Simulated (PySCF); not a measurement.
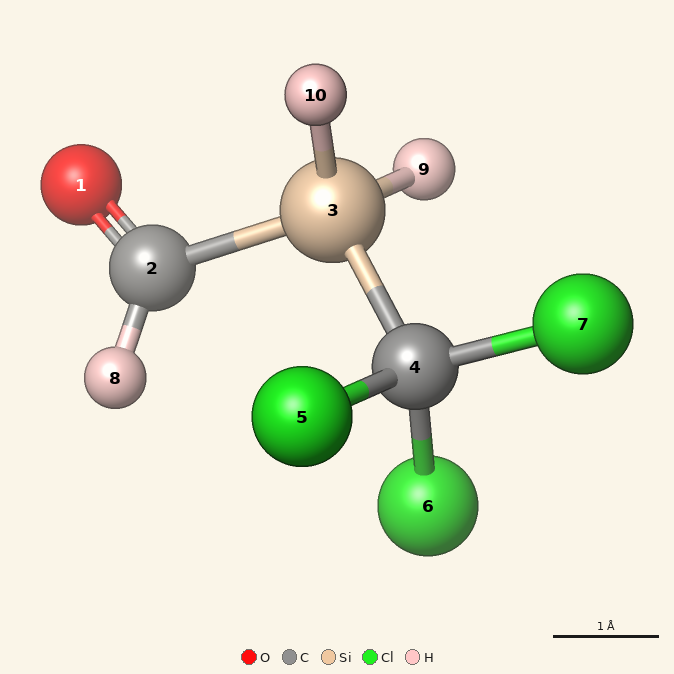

Orthographic view. Depth is shown by fading: the farther an atom, the more it takes the colour of the background. The computed structure is the end point of a PBE0-D3(BJ)/def2-SVP optimisation. No frequency run is at hand to confirm it as a minimum.

Write a Z-matrix (Å, degrees) in the order of the atom numbers, with these reference atoms: 2 to 1; 3 to 2, 1; 4 to 3, 2, 1; 5 to 4, 3, 2; 6 to 4, 5, 3; 7 to 4, 5, 6; 8 to 2, 1, 3; 9 to 3, 4, 7; 10 to 3, 9, 4.

```
O  
C    1   1.205
Si   2   1.931   1   119.1
C    3   1.915   2   107.8   1   179.7
Cl   4   1.785   3   107.9   2   -59.7
Cl   4   1.785   5   109.5   3  -117.1
Cl   4   1.775   5   110.2   6  -121.4
H    2   1.124   1   121.0   3   180.0
H    3   1.488   4   108.6   7    60.3
H    3   1.488   9   111.9   4   119.8
```
